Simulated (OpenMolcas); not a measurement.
InHCl$_{2}$: excited-state calculation (part 4 of 4)

InHCl$_{2}$, SMILES [Cl][InH][Cl]; CASPT2/ANO-RCC-VDZ, DKH2 (OpenMolcas 26.06). The geometry comes from this level: PBE0-D4/def2-TZVP.

Geometry of the input (Å):
```
Cl -1.8073  0.7088  -0.9926
In 0.1497  0.1322  0.0956
Cl 0.5380  -2.1460  0.0198
H  1.1752  1.2446  0.8569
```

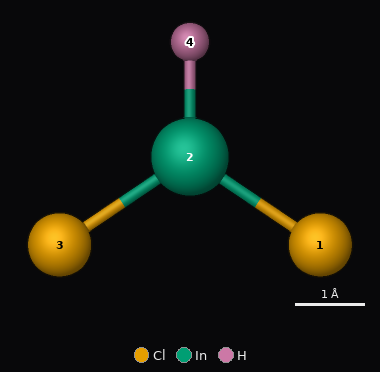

Figure 1. The structure as given in the input (ball-and-stick view, seen on its broad side; atoms are numbered from 1 in the order of the input). Sticks mark near contacts.

**Output, continued**
```
-----------------------------------------------------------------------------------------------------------------------------
  IT.      VJTU        VJTI        ATVX        AIVX        VJAI        BVAT        BJAT        BJAI        TOTAL       RNORM
-----------------------------------------------------------------------------------------------------------------------------
   1    -0.000004   -0.000053   -0.010569   -0.030202   -0.002145   -0.006384   -0.021311   -0.065473   -0.136140    0.001902
   2    -0.000004   -0.000053   -0.010591   -0.030332   -0.002153   -0.006387   -0.021284   -0.065411   -0.136214    0.000285
   3    -0.000004   -0.000053   -0.010597   -0.030344   -0.002153   -0.006387   -0.021284   -0.065409   -0.136230    0.000025
   4    -0.000004   -0.000053   -0.010596   -0.030344   -0.002153   -0.006386   -0.021284   -0.065409   -0.136230    0.000003
-----------------------------------------------------------------------------------------------------------------------------

  FINAL CASPT2 RESULT:

      Reference energy:       -6799.0556341539
      E2 (Non-variational):      -0.1362296200
      Shift correction:          -0.0009736013
      E2 (Variational):          -0.1372032212
      Total energy:           -6799.1928373751
      Residual norm:              0.0000004370
      Reference weight:           0.91542

      Contributions to the CASPT2 correlation energy
      Active & Virtual Only:         -0.0169827525
      One Inactive Excited:          -0.0516321013
      Two Inactive Excited:          -0.0676147661

++ Denominators, etc.
--------------------------------------------------------------------------------------------------------------
 Report on small energy denominators, large coefficients, and large energy contributions.
CASE  SYMM ACTIVE-MIX  NON-ACTIVE INDICES          DENOMINATOR     RHS VALUE       COEFFICIENT     CONTRIBUTION
VJTU     1  Mu1.0001  In1.036                      -0.00492273      0.00000438      0.00000030      0.00000000
VJTU     1  Mu1.0002  In1.036                       0.29052315      0.00001661     -0.00003089     -0.00000000
VJTU     1  Mu1.0001  In1.037                      -0.05435510     -0.00000000     -0.00000000      0.00000000
VJTU     1  Mu1.0002  In1.037                       0.24109078     -0.00000001      0.00000001     -0.00000000
VJTU     1  Mu1.0003  In1.037                       0.25380558     -0.00000776      0.00001810     -0.00000000
VJTU     1  Mu1.0001  In1.038                      -0.05661918      0.00000344      0.00000232      0.00000000
VJTU     1  Mu1.0002  In1.038                       0.23882670      0.00000529     -0.00000894     -0.00000000
VJTU     1  Mu1.0003  In1.038                       0.25154150     -0.00000001      0.00000002     -0.00000000
VJTU     1  Mu1.0001  In1.039                      -0.07161969      0.00000000      0.00000000      0.00000000
VJTU     1  Mu1.0002  In1.039                       0.22382619      0.00000000     -0.00000000     -0.00000000
VJTU     1  Mu1.0003  In1.039                       0.23654099      0.00000023     -0.00000219     -0.00000000
VJTU     1  Mu1.0001  In1.040                      -0.26989077     -0.00000033     -0.00000366      0.00000000
VJTU     1  Mu1.0002  In1.040                       0.02555511     -0.00000550     -0.00000026      0.00000000
VJTU     1  Mu1.0003  In1.040                       0.03826991      0.00000000      0.00000000      0.00000000
VJTIP    1  Mu1.0001  In1.040 In1.036               0.28525070     -0.00145367      0.00301838     -0.00000439
VJTIP    1  Mu1.0001  In1.040 In1.037               0.23581833      0.00000070     -0.00000139     -0.00000000
VJTIP    1  Mu1.0001  In1.040 In1.038               0.23355425     -0.00071420      0.00140536     -0.00000100
VJTIP    1  Mu1.0001  In1.040 In1.039               0.21855374     -0.00000000      0.00000001     -0.00000000
VJTIP    1  Mu1.0001  In1.040 In1.040               0.02028266      0.00093920     -0.00020766     -0.00000020
ATVX     1  Mu1.0001  Se1.044                      -0.01873682     -0.00000000     -0.00000000      0.00000000
ATVX     1  Mu1.0002  Se1.044                      -0.00658066      0.00000141     -0.00000006     -0.00000000
ATVX     1  Mu1.0003  Se1.044                       0.24062095     -0.00000916      0.00000703     -0.00000000
ATVX     1  Mu1.0004  Se1.044                       0.24733356      0.00000000     -0.00000001     -0.00000000
ATVX     1  Mu1.0005  Se1.044                       0.26908227     -0.00001247      0.00002073     -0.00000000
ATVX     1  Mu1.0001  Se1.045                       0.07484954      0.00000906     -0.00000706     -0.00000000
ATVX     1  Mu1.0002  Se1.045                       0.08700570      0.00000000     -0.00000000     -0.00000000
ATVX     1  Mu1.0001  Se1.046                       0.14452494     -0.00000000      0.00000000     -0.00000000
ATVX     1  Mu1.0002  Se1.046                       0.15668110      0.00000370     -0.00000752     -0.00000000
ATVX     1  Mu1.0001  Se1.047                       0.26619945     -0.00000000      0.00000000     -0.00000000
ATVX     1  Mu1.0002  Se1.047                       0.27835560      0.00000297     -0.00000796     -0.00000000
ATVX     1  Mu1.0003  Se1.048                       0.61009845      0.02659697     -0.03604376     -0.00095865
ATVX     1  Mu1.0007  Se1.048                       0.92550057      0.05244498     -0.05251622     -0.00275421
ATVX     1  Mu1.0006  Se1.051                       0.67831177     -0.02743303      0.04248504     -0.00116549
ATVX     1  Mu1.0008  Se1.051                       0.93135894     -0.06955045      0.06982269     -0.00485620
AIVX     1  Mu1.0005  In1.036 Se1.044               0.78778099      0.06072387     -0.07057540     -0.00428561
AIVX     1  Mu1.0002  In1.039 Se1.044               0.42449452     -0.01713224      0.03522370     -0.00060346
AIVX     1  Mu1.0001  In1.040 Se1.044               0.21752777      0.00323372     -0.00698155     -0.00002258
AIVX     1  Mu1.0002  In1.040 Se1.044               0.22622343      0.00000090     -0.00000202     -0.00000000
AIVX     1  Mu1.0005  In1.040 Se1.044               0.52281295      0.03096233     -0.05272345     -0.00163244
AIVX     1  Mu1.0005  In1.037 Se1.045               0.83193498      0.04448870     -0.04991687     -0.00222074
AIVX     1  Mu1.0005  In1.036 Se1.046               0.95104275     -0.02678086      0.02607887     -0.00069841
AIVX     1  Mu1.0005  In1.038 Se1.046               0.89934630     -0.03138352      0.03151104     -0.00098893
AIVX     1  Mu1.0005  In1.038 Se1.047               1.02102080     -0.03582851      0.03106516     -0.00111302
AIVX     1  Mu1.0005  In1.040 Se1.047               0.80774921     -0.02592819      0.02903287     -0.00075277
AIVX     1  Mu1.0005  In1.036 Se1.049               1.13205245      0.03928901     -0.03066340     -0.00120473
AIVX     1  Mu1.0005  In1.037 Se1.050               1.09715248      0.05253050     -0.04305687     -0.00226180
AIVX     1  Mu1.0005  In1.039 Se1.052               1.16393962     -0.05512968      0.04269883     -0.00235397
BVATP    1  Mu1.0001  Se1.044 Se1.044               0.32924996      0.03129626     -0.06634305     -0.00207629
BJAIP    1  Se1.044 In1.040 Se1.044 In1.040         0.89119268      0.02720669     -0.02869979     -0.00078083
BJAIP    1  Se1.044 In1.040 Se1.046 In1.040         1.05445444     -0.03101491      0.02924672     -0.00090708
BJAIP    1  Se1.044 In1.040 Se1.053 In1.040         1.40059817      0.04160656     -0.02975531     -0.00123802
BJAIP    1  Se1.047 In1.040 Se1.053 In1.040         1.68553443     -0.04791104      0.02845075     -0.00136310
BJAIP    1  Se1.053 In1.040 Se1.053 In1.040         1.91000366      0.05477904     -0.02867936     -0.00157103
--

   (Skipping property calculation,
    use PROP keyword to activate)
--

  Total CASPT2 energies:
::    CASPT2 Root  1     Total energy:  -6799.67061263
::    CASPT2 Root  2     Total energy:  -6799.44586197
::    CASPT2 Root  3     Total energy:  -6799.42751504
::    CASPT2 Root  4     Total energy:  -6799.19283738

  A NEW JOBIPH FILE NAMED 'JOBMIX' IS PREPARED.
********************************************************************************
--- Stop Module: caspt2 /rc=_RC_ALL_IS_WELL_ ---
--- Module caspt2 spent 1 second ---

.##################.
.# Happy landing! #.
.##################.

    Timing: Wall=11.94 User=10.52 System=1.30
```

**Summary**

- outcome: converged
- total energy: −6799.670613 hartree
- CASSCF energy: −6799.537223 hartree
- basis functions: 59
- wall time: 12 s
- peak memory: 0.42 GiB

**Notes**

Settings chosen away from the usual ones: lsh set to 0.1 (from default).
